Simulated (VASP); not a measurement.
# A VASP study of LaBRh3 (rev-vdW-DF2): structure first, properties next

What structure does LaBRh3 take at this level, and what are its properties? The steps: full relaxation (rev-vdW-DF2), density, ELF and potential (rev-vdW-DF2), band structure (rev-vdW-DF2), density of states (rev-vdW-DF2), zone-centre phonons (rev-vdW-DF2), volume scan with rev-vdW-DF2, fit for rev-vdW-DF2 and field gradients at the nuclei (rev-vdW-DF2). The start is a cell from a database of measured crystal structures.

Calculated with VASP 6.6.1; rev-vdW-DF2; plane waves and PAW (La, B, Rh_pv).

## 1. Starting point

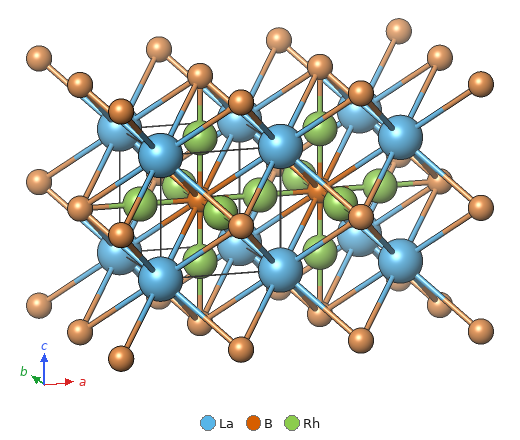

The cell as given, slightly off an axis (lanthanum blue, boron orange, rhodium green). 2×1×1 cells are drawn. Some periodic images of atoms are drawn too.

## 2. Full relaxation (rev-vdW-DF2)

The start need not lie at this functional's minimum. ISIF = 3 frees volume, shape and positions, and EDIFFG sets the threshold on forces and stress at which the search stops. rev-vdW-DF2 revises the exchange of vdW-DF2 for solids. LUSE_VDW switches on a nonlocal correlation term for dispersion.

INCAR

```
SYSTEM = LaBRh3
PREC = Accurate
ENCUT = 420
EDIFF = 1E-06
NELM = 100
ISMEAR = 1
SIGMA = 0.2
LREAL = .FALSE.
ALGO = Normal
GGA = MK
AGGAC = 0
LUSE_VDW = .TRUE.
PARAM1 = 0.1234
PARAM2 = 0.711357
ZAB_VDW = -1.8867
LASPH = .TRUE.
NBANDS = 36
LORBIT = 11
LWAVE = .FALSE.
LCHARG = .FALSE.
KPAR = 4
IBRION = 2
NSW = 60
ISIF = 3
EDIFFG = -0.01
```

POSCAR

```
LaBRh3
1.0
    4.2420000000      0.0000000000      0.0000000000
    0.0000000000      4.2420000000      0.0000000000
    0.0000000000      0.0000000000      4.2420000000
La B Rh
1 1 3
Direct
    0.0000000000      0.0000000000      0.0000000000
    0.5000000000      0.5000000000      0.5000000000
    0.0000000000      0.5000000000      0.5000000000
    0.5000000000      0.0000000000      0.5000000000
    0.5000000000      0.5000000000      0.0000000000
```

KPOINTS

```
Automatic mesh
0
Gamma
5 5 5
0 0 0
```

The projector-augmented-wave data sets are La, B and Rh_pv (PBE family, release 64).

The run is started by

```console
> mpirun -np 4 vasp_std
```

Output:

```text
[banner, memory and clock lines left out]
running    4 mpi-ranks, on    1 nodes
 distrk:  each k-point on    1 cores,    4 groups
 distr:  one band on    1 cores,    1 groups

 POSCAR found type information on POSCAR LaB Rh
 POSCAR found :  3 types and       5 ions
|                                                                             |
|               ----> ADVICE to this user running VASP <----                  |
|                                                                             |
|     You have switched on vdW-DFT.                                           |
|     This routine was written and supplied by Jiri Klimes. We recommend      |
|     that you carefully read and cite the following publications:            |
|       J. Klimes, D.R. Bowler, A. Michelides                                 |
|          J. Phys.: Cond Matt. 22 022201 (2010)                              |
|       J. Klimes, D.R. Bowler, A. Michelides                                 |
|          Phys. Rev. B. 83, 195131 (2011)                                    |
|     and references therein.                                                 |
|                                                                             |

|                                                                             |
|               ----> ADVICE to this user running VASP <----                  |
|                                                                             |
|     You enforced a specific xc type in the INCAR file but a different       |
|     [... a line on the potential file left out ...]
|     I HOPE YOU KNOW WHAT YOU ARE DOING!                                     |
|                                                                             |

 LDA part: xc-table for (Slater+PW92), standard interpolation
 POSCAR, INCAR and KPOINTS ok, starting setup
 FFT: planning ... GRIDC
 FFT: planning ... GRID_SOFT
 FFT: planning ... GRID
 WAVECAR not read
 entering main loop
       N       E                     dE             d eps       ncg     rms          rms(c)
DAV:   1     0.586707133747E+03    0.58671E+03   -0.28333E+04  1008   0.211E+03
DAV:   2     0.527033939779E+02   -0.53400E+03   -0.51307E+03   736   0.495E+02
DAV:   3    -0.218834592811E+02   -0.74587E+02   -0.69383E+02   992   0.147E+02
DAV:   4    -0.286715074365E+02   -0.67880E+01   -0.64751E+01  1348   0.513E+01
DAV:   5    -0.288489012957E+02   -0.17739E+00   -0.17630E+00  1040   0.630E+00    0.209E+01
DAV:   6    -0.270048921067E+02    0.18440E+01   -0.44633E+01  1040   0.422E+01    0.812E+00
DAV:   7    -0.258914948341E+02    0.11134E+01   -0.88250E+00  1116   0.219E+01    0.437E+00
DAV:   8    -0.258946993363E+02   -0.32045E-02   -0.64958E-01  1224   0.501E+00    0.176E+00
DAV:   9    -0.258765343510E+02    0.18165E-01   -0.14093E-01  1116   0.275E+00    0.553E-01
DAV:  10    -0.258777801214E+02   -0.12458E-02   -0.90267E-03  1052   0.674E-01    0.140E-01
DAV:  11    -0.258780875884E+02   -0.30747E-03   -0.15121E-03  1184   0.295E-01    0.678E-02
DAV:  12    -0.258781353791E+02   -0.47791E-04   -0.23958E-04  1216   0.816E-02    0.365E-02
DAV:  13    -0.258781250867E+02    0.10292E-04   -0.23873E-04  1088   0.123E-01    0.151E-02
DAV:  14    -0.258781187683E+02    0.63184E-05   -0.28703E-05  1000   0.401E-02    0.297E-03
DAV:  15    -0.258781187391E+02    0.29152E-07   -0.12836E-06   616   0.785E-03
   1 F= -.25878119E+02 E0= -.25877640E+02  d E =-.258781E+02
 curvature:   0.00 expect dE= 0.000E+00 dE for cont linesearch  0.000E+00
 trial: gam= 0.00000 g(F)=  0.000E+00 g(S)=  0.118E-01 ort = 0.000E+00 (trialstep = 0.100E+01)
 search vector abs. value=  0.118E-01
 bond charge predicted
       N       E                     dE             d eps       ncg     rms          rms(c)
DAV:   1    -0.263318670359E+02   -0.45375E+00   -0.73917E+00   772   0.225E+01    0.498E+00
DAV:   2    -0.259961727440E+02    0.33569E+00   -0.40532E+00  1044   0.142E+01    0.258E+00
DAV:   3    -0.258819694591E+02    0.11420E+00   -0.68413E-01  1128   0.671E+00    0.726E-01
DAV:   4    -0.258751363139E+02    0.68331E-02   -0.52329E-02  1012   0.145E+00    0.294E-01
DAV:   5    -0.258752347021E+02   -0.98388E-04   -0.32514E-03  1184   0.286E-01    0.151E-01
DAV:   6    -0.258753313502E+02   -0.96648E-04   -0.76633E-04  1088   0.137E-01    0.282E-02
DAV:   7    -0.258753345905E+02   -0.32403E-05   -0.69423E-05  1232   0.661E-02    0.125E-02
DAV:   8    -0.258753344404E+02    0.15009E-06   -0.18290E-05   976   0.240E-02    0.461E-03
DAV:   9    -0.258753341815E+02    0.25888E-06   -0.23759E-06   748   0.134E-02
   2 F= -.25875334E+02 E0= -.25874317E+02  d E =0.278456E-02
 trial-energy change:    0.002785  1 .order    0.002682   -0.011786    0.017150
 step:   0.4022(harm=  0.4073)  dis= 0.00000  next Energy=   -25.880482 (dE=-0.236E-02)
 bond charge predicted
       N       E                     dE             d eps       ncg     rms          rms(c)
DAV:   1    -0.260621517517E+02   -0.18682E+00   -0.26242E+00   780   0.133E+01    0.345E+00
DAV:   2    -0.259720925336E+02    0.90059E-01   -0.19112E+00  1060   0.986E+00    0.209E+00
DAV:   3    -0.258816250256E+02    0.90468E-01   -0.36026E-01  1032   0.426E+00    0.367E-01
DAV:   4    -0.258814234085E+02    0.20162E-03   -0.49097E-02  1228   0.132E+00    0.227E-01
DAV:   5    -0.258804032683E+02    0.10201E-02   -0.74798E-03  1060   0.640E-01    0.111E-01
DAV:   6    -0.258804985987E+02   -0.95330E-04   -0.57581E-04   896   0.143E-01    0.294E-02
DAV:   7    -0.258804850917E+02    0.13507E-04   -0.13730E-04  1164   0.979E-02    0.111E-02
DAV:   8    -0.258804864332E+02   -0.13415E-05   -0.72503E-06   896   0.193E-02    0.430E-03
DAV:   9    -0.258804856837E+02    0.74953E-06   -0.22632E-06   724   0.173E-02
   3 F= -.25880486E+02 E0= -.25879789E+02  d E =-.236694E-02
 curvature:  -0.20 expect dE=-0.490E-06 dE for cont linesearch -0.490E-06
 trial: gam=-0.01409 g(F)=  0.327E-64 g(S)=  0.241E-05 ort = 0.168E-03 (trialstep = 0.880E+00)
 search vector abs. value=  0.592E-09
 reached required accuracy - stopping structural energy minimisation
```

Wall time 90 s (4 MPI ranks of AMD EPYC 7R43, shared host); peak memory 1.2 GiB; 5.9 min of CPU time.

Lines that name or quote the potential files are left out of all logs, and their timing lines are given in words.

From OUTCAR (step 2):

```text
ion  position               nearest neighbor table
   1  0.000  0.000  0.000-   3 3.00   4 3.00   5 3.00   3 3.00   4 3.00   3 3.00   5 3.00   3 3.00
                             4 3.00   5 3.00   4 3.00   5 3.00
   2  0.500  0.500  0.500-   3 2.12   4 2.12   5 2.12   5 2.12   4 2.12   3 2.12
   3  0.000  0.500  0.500-   2 2.12   2 2.12   4 3.00   5 3.00   1 3.00   5 3.00   1 3.00   4 3.00
                             1 3.00   1 3.00   4 3.00   5 3.00   5 3.00   4 3.00
   4  0.500  0.000  0.500-   2 2.12   2 2.12   3 3.00   5 3.00   1 3.00   5 3.00   1 3.00   3 3.00
                             5 3.00   5 3.00   1 3.00   3 3.00   1 3.00   3 3.00
   5  0.500  0.500  0.000-   2 2.12   2 2.12   3 3.00   4 3.00   1 3.00   3 3.00   4 3.00   1 3.00
                             4 3.00   4 3.00   1 3.00   3 3.00   3 3.00   1 3.00

  LATTYP: Found a simple cubic cell.
 ALAT       =     4.2420000000

 Subroutine GETGRP returns: Found 48 space group operations
 (whereof 48 operations were pure point group operations)

The static configuration has the point symmetry O_h .

 Found     10 irreducible k-points:

   k-points           NKPTS =     10   k-points in BZ     NKDIM =     10   number of bands    NBANDS=     36

   dimension x,y,z NGX =    28 NGY =   28 NGZ =   28
   dimension x,y,z NGXF=    56 NGYF=   56 NGZF=   56

   ENCUT  =  420.0 eV  30.87 Ry    5.56 a.u.   7.09  7.09  7.09*2*pi/ulx,y,z

   NELECT =      59.0000    total number of electrons

 k-points in reciprocal lattice and weights: Automatic mesh
   0.00000000  0.00000000  0.00000000       0.008
   0.20000000  0.00000000  0.00000000       0.048
   0.40000000  0.00000000  0.00000000       0.048
   0.20000000  0.20000000  0.00000000       0.096
   0.40000000  0.20000000  0.00000000       0.192
   0.40000000  0.40000000  0.00000000       0.096
   0.20000000  0.20000000  0.20000000       0.064
   0.40000000  0.20000000  0.20000000       0.192
   0.40000000  0.40000000  0.20000000       0.192
   0.40000000  0.40000000  0.40000000       0.064

 average (electrostatic) potential at core
       1 -92.0675       2 -22.6405       3 -71.5365       4 -71.5365       5 -71.5365

 E-fermi :  10.2232

 k-point     1 :       0.0000    0.0000    0.0000
  band No.  band energies     occupation
    ...
     24       9.0171      2.00000
     25       9.0171      2.00000
     26       9.6943      2.00119
     27       9.6943      2.00119
     28       9.6943      2.00119
     29      10.4221     -0.04914
     30      10.4600     -0.07038
     31      10.4600     -0.07038
     32      10.4600     -0.07038
     33      13.5295     -0.00000
    ...

 k-point     2 :       0.2000    0.0000    0.0000
  band No.  band energies     occupation
    ...
     25       8.8819      2.00000
     26       8.8819      2.00000
     27       9.0088      2.00000
     28       9.9103      2.04944
     29      10.1387      1.64912
     30      10.4608     -0.07048
     31      11.3370     -0.00000
     32      11.3370     -0.00000
     33      13.5017     -0.00000
     34      13.5538     -0.00000
    ...

 k-point     3 :       0.4000    0.0000    0.0000
  band No.  band energies     occupation
    ...
     25       8.8674      2.00000
     26       9.0327      2.00000
     27       9.0327      2.00000
     28       9.3384      2.00000
     29       9.5644      2.00003
     30      10.4620     -0.07061
     31      11.9236     -0.00000
     32      11.9236     -0.00000
     33      13.4704     -0.00000
     34      13.5949     -0.00000
    ...

Total vdW correction in eV:      7.5758831

  Total        0.0091197      0.0091197      0.0091197      0.0000000      0.0000000     -0.0000000
  in kB        0.1900011      0.1900011      0.1900011      0.0000000      0.0000000     -0.0000000
  external PRESSURE =       0.1900011 kB  Pullay stress =       0.0000000 kB

  energy-cutoff  :      420.00
  volume of cell :       76.90
      direct lattice vectors                 reciprocal lattice vectors
     4.252504311  0.000000000  0.000000000     0.235155552  0.000000000 -0.000000000
    -0.000000000  4.252504311  0.000000000    -0.000000000  0.235155552 -0.000000000
     0.000000000  0.000000000  4.252504311     0.000000000  0.000000000  0.235155552

 POSITION                                       TOTAL-FORCE (eV/Angst)
 -----------------------------------------------------------------------------------
      0.00000      0.00000      0.00000         0.000000     -0.000000      0.000000
      2.12625      2.12625      2.12625         0.000000     -0.000000      0.000000
     -0.00000      2.12625      2.12625        -0.000000      0.000000      0.000000
      2.12625      0.00000      2.12625         0.000000      0.000000      0.000000
      2.12625      2.12625      0.00000         0.000000     -0.000000      0.000000
 -----------------------------------------------------------------------------------
    total drift:                                0.000000      0.000000      0.000000

  FREE ENERGIE OF THE ION-ELECTRON SYSTEM (eV)
  ---------------------------------------------------
  free  energy   TOTEN  =       -25.8804856837 eV

  energy  without entropy=      -25.8783957114  energy(sigma->0) =      -25.87978903

Total vdW correction in eV:      7.5758283

 reached required accuracy - stopping structural energy minimisation

 total charge
# of ion       s       p       d       f       tot
--------------------------------------------------
    1        2.051   5.610   0.836   0.230   8.727
    2        0.736   1.108   0.000   0.000   1.844
    3        0.366   6.237   7.313   0.000  13.915
    4        0.366   6.237   7.313   0.000  13.915
    5        0.366   6.237   7.313   0.000  13.915
--------------------------------------------------
tot          3.885  25.429  22.774   0.230  52.317

[... 3 further parts left out ...]
```

CONTCAR:

```
LaBRh3
   1.00000000000000
     4.2525043105258673    0.0000000000000000    0.0000000000000000
    -0.0000000000000000    4.2525043105258673    0.0000000000000000
     0.0000000000000000    0.0000000000000000    4.2525043105258673
  La              B               Rh
     1     1     3
Direct
     0.0000000000000000    0.0000000000000000    0.0000000000000000
     0.5000000000000000    0.5000000000000000    0.5000000000000000
     0.0000000000000000    0.5000000000000000    0.5000000000000000
     0.5000000000000000    0.0000000000000000    0.5000000000000000
     0.5000000000000000    0.5000000000000000    0.0000000000000000
```

This run has no spin polarisation. Its electron count is odd, so without a moment it is a metal by construction. The k-mesh is coarse for a metal. The PAW data sets were made with PBE, which is usual practice but a small mismatch for other functionals. The run keeps the 48 symmetry operations of its start, so it cannot find a distortion of lower symmetry.

Relaxation path:

```csv
step,energy less that of the first step (eV),largest force (eV/Å),pressure (GPa),volume (Å³)
1,0.0000,0.0000,1.34,76.33
2,0.0028,0.0000,-1.91,77.75
3,-0.0024,0.0000,0.02,76.90
```

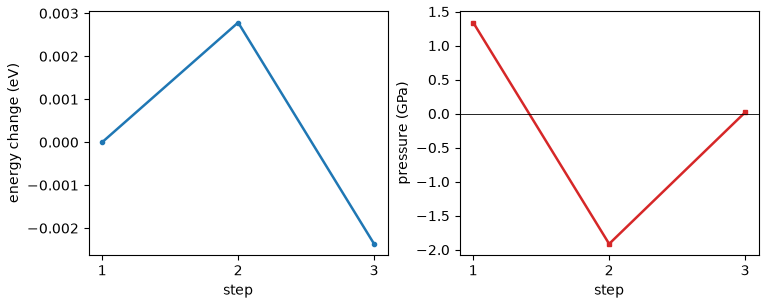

Energy and pressure along the relaxation.

```csv
"conventional cell, symmetrised",before,after,change
a (Å),4.242,4.253,+0.2 %
b (Å),4.242,4.253,+0.2 %
c (Å),4.242,4.253,+0.2 %
volume (Å³/atom),15.27,15.38,+0.7 %
```

The relaxed structure:

```xyz
5
Lattice="4.2525 0.0000 0.0000 0.0000 4.2525 0.0000 0.0000 0.0000 4.2525" Properties=species:S:1:pos:R:3 pbc="T T T"
La    0.0000    0.0000    0.0000
B     2.1263    2.1263    2.1263
Rh    0.0000    2.1263    2.1263
Rh    2.1263    0.0000    2.1263
Rh    2.1263    2.1263    0.0000
```

Numbers from this step:

```
electrons                       : 59
bands                           : 36
irreducible k-points            : 10
symmetry operations             : 48
free energy (TOTEN)             : -25.88 eV
energy at zero smearing         : -25.88 eV
Fermi energy                    : 10.22 eV
pressure                        : 0.01900 GPa
metallic                        : yes
SCF cycles over all ionic steps : 33
```

It ends with forces that vanish by symmetry and a pressure of 0.02 GPa. The volume lies +0.7 % from that of the database's start.

[end of part 1 of 5]

[Lines on the potential files, build, host, timing and source positions are cut from VASP's logs without a mark.]

[Logs are printed without paths, hosts, clocks, repeated set-up lines and the standing remarks that a program may print on its own settings, such as how far it seeks lower states.]

[Hosts, paths, dates, database ids (printed as entryN), source tags and the programs' standing remarks are cut or masked in the printed files.]

[A measured line is paired with the nearest computed mode of its activity, which favours agreement.]
